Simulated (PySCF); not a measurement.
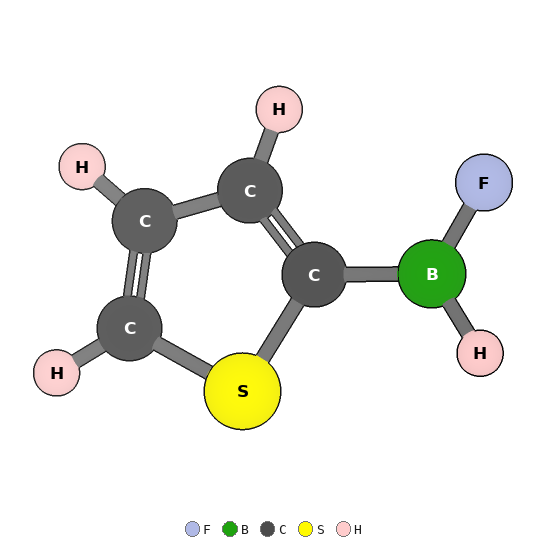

Ball-and-stick drawing of a structure.

The geometry was computed by an optimisation with PBE0-D3(BJ)/def2-SVP. No frequency run is at hand to confirm it as a minimum.

Describe the molecule.

Formula C₄H₄BFS. Its SMILES string is `FBc1cccs1`. Independent rings (smallest set): 1 of 5 members, 1 of them aromatic. Among its groups: B–H bond. The point group is Cs. All atoms lie on one plane. Coordination: 1 B trigonal planar; 4 C trigonal planar; 1 S bent.

The parts below concern this one geometry. Atoms keep their numbers from picture to picture.

**Bond orders**

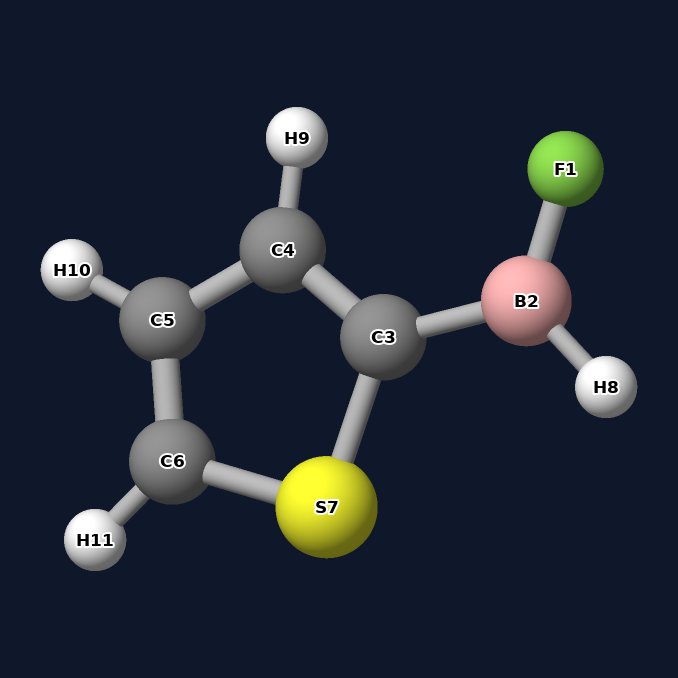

The thickness of each stick grows with its Mayer bond order. No frequency run is at hand to confirm it as a minimum. Level of theory: PBE0/cc-pVTZ (PySCF 2.14.0).

List the Mayer bond orders of F1–B2, B2–C3, B2–H8, C3–C4, C3–S7, C4–C5, C4–H9, C5–C6, C5–H10, C6–S7, C6–H11.

| bond | Mayer order | length (Å) |
| --- | --- | --- |
| F1–B2 | 1.26 | 1.329 |
| B2–C3 | 1.11 | 1.534 |
| B2–H8 | 0.94 | 1.211 |
| C3–C4 | 1.43 | 1.387 |
| C3–S7 | 1.17 | 1.730 |
| C4–C5 | 1.30 | 1.413 |
| C4–H9 | 0.95 | 1.091 |
| C5–C6 | 1.50 | 1.378 |
| C5–H10 | 0.96 | 1.091 |
| C6–S7 | 1.27 | 1.704 |
| C6–H11 | 0.96 | 1.090 |

**Ring current**

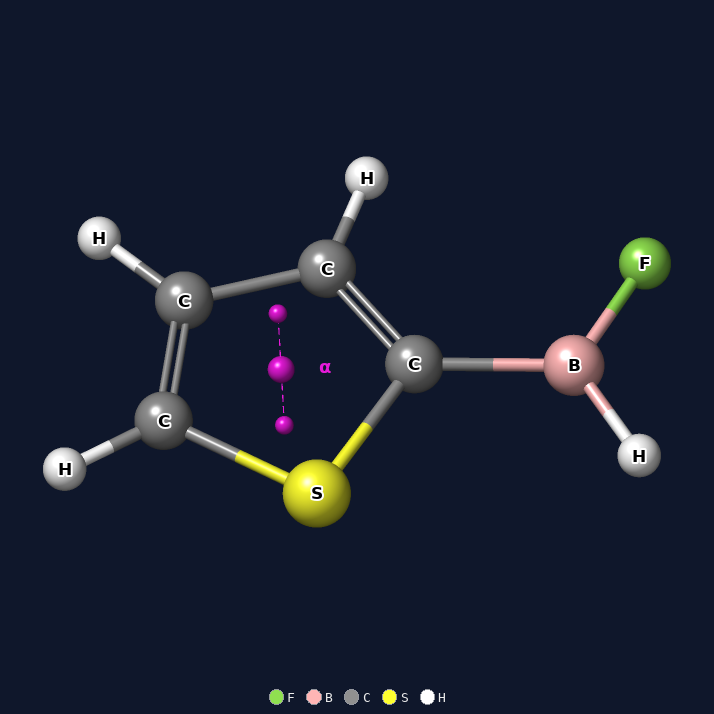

The small points mark where nucleus-independent chemical shifts (NICS) were computed: at the centre of each lettered ring and 1 Å above and below it. No frequency run is at hand to confirm it as a minimum. Level of theory: GIAO PBE0/aug-cc-pVDZ NMR shielding, non-relativistic, gas phase (PySCF 2.14.0).

Give NICS(0), NICS(1) and the out-of-plane component NICS(1)zz for each ring (means of the two sides).

```json
{"ring": "α", "members": "C4S", "NICS(0)": "−11.8", "NICS(1)": "−10.8", "NICS(1)zz": "−29.8"}
```

Values in ppm.

**What do the values say about the ring currents?**

Ring α: diatropic, as in an aromatic ring. NICS is one index among several.

**NMR shielding**

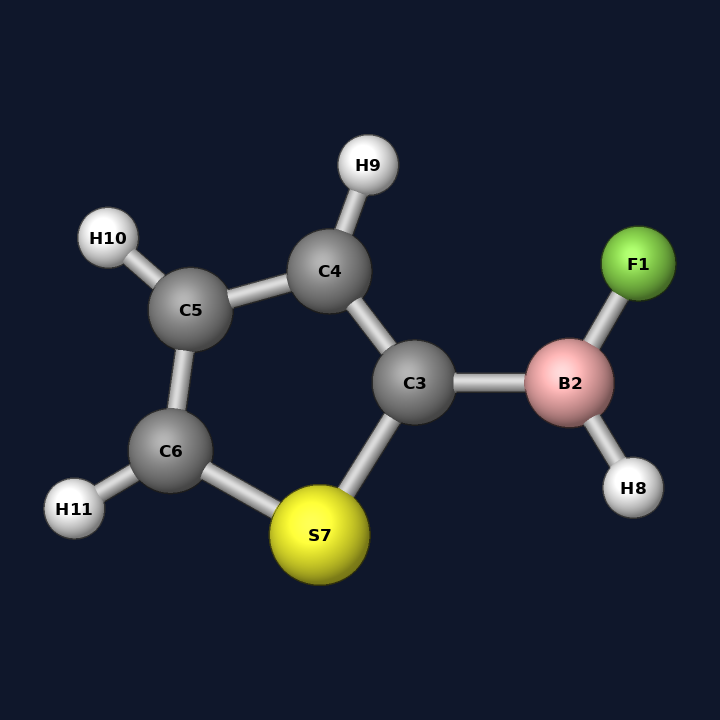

No frequency run is at hand to confirm it as a minimum. Method: GIAO PBE0/cc-pVDZ NMR shielding, non-relativistic, gas phase (PySCF 2.14.0). Principal shieldings σ11 ≤ σ22 ≤ σ33, span Ω = σ33 − σ11, skew κ = 3(σiso − σ22)/Ω.

Give the shielding tensors of the B atoms.

```tsv
atom	σ11	σ22	σ33	σiso	Ω	κ
B2	38.5	77.3	101.0	72.3	62.6	−0.24
```

Shieldings and span in ppm.
